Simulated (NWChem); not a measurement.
# One shape, several levels: C3H10Si (trimethylsilane)

Aim: a comparison of 4 runs (HF/def2-SVP, BP86/6-311G**, SVWN5/6-31G*, PBE0/def2-SVP) of C3H10Si (trimethylsilane). 

The results are computed with NWChem 7.3.0.

**1. The system as given**

The species is C3H10Si (14 atoms), meant as a singlet with charge 0. As SMILES, `C[SiH](C)C`. The coordinates come from a PBE0-D4/def2-TZVP relaxation.

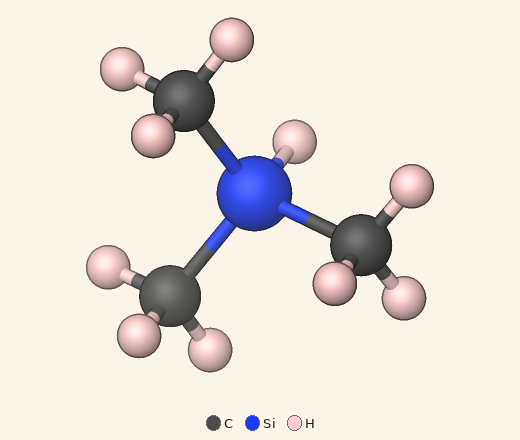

The structure, seen from a chosen angle (carbon dark grey, silicon blue, hydrogen pink).

**2. Energy and forces at HF/def2-SVP (run 1)**

run.py reads:

```python
from ase import Atoms
from ase.calculators.nwchem import NWChem

atoms = Atoms(['C', 'Si', 'C', 'C', 'H', 'H', 'H', 'H', 'H', 'H', 'H', 'H', 'H', 'H'], positions=[
    [-0.956800, 1.082600, -1.038400],
    [-0.338800, -0.014600, 0.348900],
    [1.239400, 0.684100, 1.077800],
    [-0.051300, -1.756700, -0.277600],
    [-1.888100, 0.697200, -1.460900],
    [-1.145900, 2.098700, -0.683100],
    [-0.221600, 1.141300, -1.845900],
    [-1.379500, -0.059300, 1.420400],
    [2.029000, 0.733500, 0.322800],
    [1.601800, 0.063500, 1.901200],
    [1.081800, 1.694100, 1.464300],
    [-0.968800, -2.184000, -0.689800],
    [0.706900, -1.767300, -1.065700],
    [0.291900, -2.413100, 0.526000],
])

calc = NWChem(
    label='c3h10si',
    theory='scf',
    memory='2200 mb',
    basis='def2-SVP',
    basispar='spherical bse',
    scf={'nopen': '0', 'rhf': None, 'thresh': '1e-08', 'maxiter': '80'},
)
atoms.calc = calc

forces = atoms.get_forces()
print("Total energy (eV):", round(atoms.get_potential_energy(), 6))
print("forces (eV/A):")
for s, f in zip(atoms.symbols, forces):
    print(f"{s:2s} {f[0]:10.5f} {f[1]:10.5f} {f[2]:10.5f}")
print("dipole (e A):", atoms.get_dipole_moment().round(4))
```

Run with:

```bash
$ export ASE_NWCHEM_COMMAND="nwchem PREFIX.nwi > PREFIX.nwo"
$ python run.py
```

Log:

```text
Total energy (eV): -11107.991251
forces (eV/A):
C    -0.08937    0.16234   -0.20553
Si   -0.26462   -0.00972    0.27048
C     0.23361    0.10022    0.10778
C     0.04664   -0.25737   -0.09369
H    -0.00242    0.01753   -0.01301
H    -0.00802    0.00473   -0.02011
H    -0.01589    0.01548   -0.01167
H     0.04448    0.00185   -0.04541
H     0.01558    0.01003    0.01692
H     0.01589    0.01558    0.00375
H     0.02083    0.00144    0.00843
H     0.00884   -0.02005   -0.00345
H    -0.00427   -0.02479   -0.00077
H    -0.00129   -0.01733   -0.01373
dipole (e A): [ 0.0803  0.0034 -0.0826]
```

The calculator wrote c3h10si.nwi:

```
title "c3h10si"

permanent_dir c3h10si

scratch_dir c3h10si

start c3h10si

geometry units angstrom nocenter noautosym noautoz
  C  -9.5679999999999998e-01 1.0826000000000000e+00 -1.0384000000000000e+00
  Si -3.3879999999999999e-01 -1.4600000000000000e-02 3.4889999999999999e-01
  C  1.2394000000000001e+00 6.8410000000000004e-01 1.0778000000000001e+00
  C  -5.1299999999999998e-02 -1.7566999999999999e+00 -2.7760000000000001e-01
  H  -1.8880999999999999e+00 6.9720000000000004e-01 -1.4609000000000001e+00
  H  -1.1458999999999999e+00 2.0987000000000000e+00 -6.8310000000000004e-01
  H  -2.2159999999999999e-01 1.1413000000000000e+00 -1.8459000000000001e+00
  H  -1.3794999999999999e+00 -5.9299999999999999e-02 1.4204000000000001e+00
  H  2.0289999999999999e+00 7.3350000000000004e-01 3.2279999999999998e-01
  H  1.6017999999999999e+00 6.3500000000000001e-02 1.9012000000000000e+00
  H  1.0818000000000001e+00 1.6940999999999999e+00 1.4642999999999999e+00
  H  -9.6879999999999999e-01 -2.1840000000000002e+00 -6.8979999999999997e-01
  H  7.0689999999999997e-01 -1.7673000000000001e+00 -1.0657000000000001e+00
  H  2.9189999999999999e-01 -2.4131000000000000e+00 5.2600000000000002e-01
end

memory 2200 mb

basis spherical bse noprint
   * library def2-SVP
end

scf
  nopen 0
  rhf
  thresh 1e-08
  maxiter 80
end

task scf gradient
```

c3h10si.nwo:

```text
Northwest Computational Chemistry Package (NWChem) 7.3.0
             --------------------------------------------------------

           Job information
           ---------------

    nwchem branch   = 7.3.0
    use scalapack   = T
    input           = c3h10si.nwi
    prefix          = c3h10si.
    data base       = c3h10si/c3h10si.db
    status          = startup
    nproc           =        1

           Memory information
           ------------------

    heap     =     72089598 doubles =      550.0 Mbytes
    stack    =     72089595 doubles =      550.0 Mbytes
    global   =    144179200 doubles =     1100.0 Mbytes (distinct from heap & stack)
    total    =    288358393 doubles =     2200.0 Mbytes
    verify   = yes
    hardfail = no

[... 146 lines left out ...]
 Convergence threshold     :          1.000E-08
[... 12 lines left out ...]
       Final RHF  results
[... 3 lines left out ...]
      One-electron energy =   -908.815682029410
[... 1 line left out ...]
 Nuclear repulsion energy =    175.332644554151
[... 39 lines left out ...]
                       ROHF Final Molecular Orbital Analysis
[... 254 lines left out ...]
                         RHF ENERGY GRADIENTS

    atom               coordinates                        gradient
                 x          y          z           x          y          z
   1 C      -1.808090   2.045817  -1.962291    0.001738  -0.003157   0.003997
   2 Si     -0.640239  -0.027590   0.659325    0.005146   0.000189  -0.005260
   3 C       2.342126   1.292762   2.036747   -0.004543  -0.001949  -0.002096
[... 10 lines of this table left out ...]
  14 H       0.551611  -4.560098   0.993996    0.000025   0.000337   0.000267

                 ----------------------------------------
                 |  Time  |  1-e(secs)   |  2-e(secs)   |
                 ----------------------------------------
                 |  CPU   |       0.02   |       4.79   |
                 ----------------------------------------
                 |  WALL  |       0.02   |       4.79   |
                 ----------------------------------------

 Task  times  cpu:       31.2s     wall:       31.2s
 Total times  cpu:       31.3s     wall:       31.3s
```

Run time: 33 s. Hardware: 1 thread of Intel Xeon Platinum 8259CL at 2.50GHz (Skylake/Cascade Lake), shared host; peak memory 0.1 GiB.

**3. Energy and gradient at BP86/6-311G(d,p) (run 2)**

mol.nw reads:

```
start mol
title "C3H10Si gradient"
memory total 2200 mb
geometry units bohr noautosym nocenter noautoz
  C   -1.80808996   2.04581750  -1.96229161
  Si  -0.64023921  -0.02759000   0.65932544
  C    2.34212656   1.29276164   2.03674682
  C   -0.09694295  -3.31968188  -0.52458797
  H   -3.56799190   1.31751705  -2.76070090
  H   -2.16543717   3.96596822  -1.29087192
  H   -0.41876331   2.15674443  -3.48824545
  H   -2.60687719  -0.11206076   2.68416699
  H    3.83425431   1.38611411   0.61000359
  H    3.02696331   0.11999761   3.59274731
  H    2.04430572   3.20138503   2.76712596
  H   -1.83076667  -4.12716186  -1.30353308
  H    1.33584740  -3.33971298  -2.01388113
  H    0.55161106  -4.56009811   0.99399594
end
basis spherical bse
  * library 6-311G**
end
dft
  xc becke88 perdew86
  grid fine
  convergence energy 1e-08
  maxiter 100
  mulliken
  print low
end
task dft gradient
```

Run with:

```bash
$ nwchem mol.nw > mol.out
```

Log:

```text
[...]
 d= 0,ls=0.0,diis     1   -409.8789029228 -5.85D+02  3.25D-03  1.01D+00    10.8
[...]
 d= 0,ls=0.0,diis     8   -409.9231352112  1.22D-09  9.80D-07  2.97D-08    78.1
         Total DFT energy =     -409.923135211208
      One electron energy =     -909.897451076085
           Coulomb energy =      365.663868427324
    Exchange-Corr. energy =      -41.022184481065
 Nuclear repulsion energy =      175.332631918618
[...]
      Total Density - Mulliken Population Analysis
     ---------------------------------------------
    Atom       Charge   Shell Charges
 -----------   ------   -------------------------------------------------------
    1 C    6     6.64   1.11  0.88  0.66  0.74  1.55  0.55  1.13  0.03
    2 Si  14    13.21   0.79  1.18  0.94  1.04  0.83  0.30  1.98  3.88  0.71  1.21  0.16  0.19
    3 C    6     6.64   1.11  0.88  0.66  0.74  1.55  0.55  1.13  0.03
    4 C    6     6.64   1.11  0.88  0.66  0.74  1.55  0.55  1.13  0.03
    5 H    1     0.86   0.27  0.45  0.11  0.02
    6 H    1     0.86   0.27  0.45  0.11  0.02
    7 H    1     0.86   0.27  0.45  0.11  0.02
    8 H    1     1.12   0.25  0.58  0.28  0.01
    9 H    1     0.86   0.27  0.45  0.11  0.02
   10 H    1     0.86   0.27  0.45  0.11  0.02
[...]
                         DFT ENERGY GRADIENTS
    atom               coordinates                        gradient
                 x          y          z           x          y          z
   1 C      -1.808090   2.045818  -1.962292    0.000292  -0.000304   0.000229
   2 Si     -0.640239  -0.027590   0.659325    0.002192   0.000070  -0.002215
   3 C       2.342127   1.292762   2.036747   -0.000285  -0.000138  -0.000354
   4 C      -0.096943  -3.319682  -0.524588    0.000005   0.000481   0.000031
   5 H      -3.567992   1.317517  -2.760701    0.004990   0.001646   0.002524
   6 H      -2.165437   3.965968  -1.290872    0.001186  -0.005490  -0.001436
   7 H      -0.418763   2.156744  -3.488245   -0.003589  -0.000626   0.004525
   8 H      -2.606877  -0.112061   2.684167    0.002696   0.000117  -0.002781
   9 H       3.834254   1.386114   0.610004   -0.004507  -0.000463   0.003677
  10 H       3.026963   0.119998   3.592747   -0.002271   0.002939  -0.004450
  11 H       2.044306   3.201385   2.767126    0.000370  -0.005371  -0.002245
[...]
```

It took 1.7 min on 1 thread of Intel Xeon Platinum 8259CL at 2.50GHz (Skylake/Cascade Lake), shared host; peak memory 0.14 GiB.

Run 3 isn't shown in full; the table further down has it.

**4. Energy and gradient at PBE0/def2-SVP (run 4)**

Edit run.py of step 2 so:

```diff
@@ -22,3 +22,3 @@
     label='c3h10si',
-    theory='scf',
+    theory='dft',
     memory='2200 mb',
@@ -26,3 +26,3 @@
     basispar='spherical bse',
-    scf={'nopen': '0', 'rhf': None, 'thresh': '1e-08', 'maxiter': '80'},
+    dft={'xc': 'pbe0', 'mult': '1', 'grid': 'fine', 'convergence': 'energy 1e-08', 'iterations': '100', 'mulliken': None},
 )
@@ -31,3 +31,3 @@
 forces = atoms.get_forces()
-print("Total energy (eV):", round(atoms.get_potential_energy(), 6))
+print(f"energy = {atoms.get_potential_energy():.6f} eV")
 print("forces (eV/A):")
```

Run with:

```bash
$ export ASE_NWCHEM_COMMAND="nwchem PREFIX.nwi > PREFIX.nwo"
$ python run.py
```

Log:

```text
energy = -11140.481778 eV
forces (eV/A):
C     0.04350   -0.07004    0.08685
Si   -0.03841   -0.00031    0.03738
C    -0.09919   -0.04751   -0.04906
C    -0.01260    0.11231    0.03728
H    -0.25197   -0.09914   -0.11513
H    -0.05384    0.27269    0.09117
H     0.19180    0.01887   -0.21566
H    -0.09688   -0.00422    0.10007
H     0.21258    0.01538   -0.19772
H     0.09960   -0.16162    0.22245
H    -0.03805    0.27151    0.10752
H    -0.24575   -0.12002   -0.11030
H     0.19911   -0.00766   -0.20800
H     0.09009   -0.18029    0.21309
dipole (e A): [ 0.0896  0.0038 -0.0922]
```

The calculator wrote c3h10si.nwi:

```
title "c3h10si"

permanent_dir c3h10si

scratch_dir c3h10si

start c3h10si

geometry units angstrom nocenter noautosym noautoz
  C  -9.5679999999999998e-01 1.0826000000000000e+00 -1.0384000000000000e+00
  Si -3.3879999999999999e-01 -1.4600000000000000e-02 3.4889999999999999e-01
  C  1.2394000000000001e+00 6.8410000000000004e-01 1.0778000000000001e+00
  C  -5.1299999999999998e-02 -1.7566999999999999e+00 -2.7760000000000001e-01
  H  -1.8880999999999999e+00 6.9720000000000004e-01 -1.4609000000000001e+00
  H  -1.1458999999999999e+00 2.0987000000000000e+00 -6.8310000000000004e-01
  H  -2.2159999999999999e-01 1.1413000000000000e+00 -1.8459000000000001e+00
  H  -1.3794999999999999e+00 -5.9299999999999999e-02 1.4204000000000001e+00
  H  2.0289999999999999e+00 7.3350000000000004e-01 3.2279999999999998e-01
  H  1.6017999999999999e+00 6.3500000000000001e-02 1.9012000000000000e+00
  H  1.0818000000000001e+00 1.6940999999999999e+00 1.4642999999999999e+00
  H  -9.6879999999999999e-01 -2.1840000000000002e+00 -6.8979999999999997e-01
  H  7.0689999999999997e-01 -1.7673000000000001e+00 -1.0657000000000001e+00
  H  2.9189999999999999e-01 -2.4131000000000000e+00 5.2600000000000002e-01
end

memory 2200 mb

basis spherical bse noprint
   * library def2-SVP
end

dft
  xc pbe0
  mult 1
  grid fine
  convergence energy 1e-08
  iterations 100
  mulliken
end

task dft gradient
```

c3h10si.nwo:

```text
Northwest Computational Chemistry Package (NWChem) 7.3.0
             --------------------------------------------------------

           Job information
           ---------------

    nwchem branch   = 7.3.0
    use scalapack   = T
    input           = c3h10si.nwi
    prefix          = c3h10si.
    data base       = c3h10si/c3h10si.db
    status          = startup
    nproc           =        1

           Memory information
           ------------------

    heap     =     72089598 doubles =      550.0 Mbytes
    stack    =     72089595 doubles =      550.0 Mbytes
    global   =    144179200 doubles =     1100.0 Mbytes (distinct from heap & stack)
    total    =    288358393 doubles =     2200.0 Mbytes
    verify   = yes
    hardfail = no

[... 117 lines left out ...]
  convergence criterion.
[... 39 lines left out ...]
          Spatial weights used:  Erf1
[... 70 lines left out ...]
         Total DFT energy =     -409.405157369207
[... 3 lines left out ...]
 Nuclear repulsion energy =      175.332644554151
[... 847 lines left out ...]
          Convergence on gradient requested:  5.00D-04
[... 26 lines left out ...]
          total energy or number of iterations.
[... 26 lines left out ...]
                         DFT ENERGY GRADIENTS

    atom               coordinates                        gradient
                 x          y          z           x          y          z
   1 C      -1.808090   2.045817  -1.962291   -0.000846   0.001362  -0.001689
   2 Si     -0.640239  -0.027590   0.659325    0.000747   0.000006  -0.000727
   3 C       2.342126   1.292762   2.036747    0.001929   0.000924   0.000954
[... 10 lines of this table left out ...]
  14 H       0.551611  -4.560098   0.993996   -0.001752   0.003506  -0.004144

                 ----------------------------------------
                 |  Time  |  1-e(secs)   |  2-e(secs)   |
                 ----------------------------------------
                 |  CPU   |       0.02   |       4.27   |
                 ----------------------------------------
                 |  WALL  |       0.02   |       4.27   |
                 ----------------------------------------

 Task  times  cpu:       41.8s     wall:       41.8s
 Total times  cpu:       41.8s     wall:       41.8s
```

It took 44 s on 1 thread of Intel Xeon Platinum 8259CL at 2.50GHz (Skylake/Cascade Lake), shared host; peak memory 0.13 GiB.

**5. All runs side by side**

| run | level | iteration cap | module | energy (Eh) | dipole moment (D) | HOMO energy (eV) | LUMO energy (eV) | wall time |
| --- | --- | --- | --- | --- | --- | --- | --- | --- |
| 1 | HF/def2-SVP | 80 | scf | -408.211153 | 0.55 | -11.79 | 4.44 | 33 s |
| 2 | BP86/6-311G** | 100 | dft | -409.923135 | – | – | – | 1.7 min |
| 3 | SVWN5/6-31G* (spherical functions) | 100 | dft | -407.489899 | 0.71 | -7.03 | 1.43 | 43 s |
| 4 | PBE0/def2-SVP | 100 | dft | -409.405157 | 0.62 | -8.53 | 1.69 | 44 s |

**6. What came out**

| quantity | value |
| --- | --- |
| run 4: total energy | -409.40516 Eh |
| run 4: dipole moment | 0.62 D |
| run 4: HOMO energy | -8.53 eV |
| run 4: LUMO energy | 1.69 eV |
| run 4: HOMO–LUMO gap | 10.22 eV |
| run 4: largest force on an atom | 0.295 eV/Å |

Over runs 1, 3, 4 the dipole moment (its size) runs from 0.55 D (HF/def2-SVP) to 0.71 D (SVWN5/6-31G*). The two ends differ in method and basis. Over runs 1, 3, 4 the HOMO–LUMO gap runs from 8.46 eV (SVWN5/6-31G*) to 16.23 eV (HF/def2-SVP). Totals of different functionals can't be ranked against each other. All runs together took 3.7 min, the longest 1.7 min.
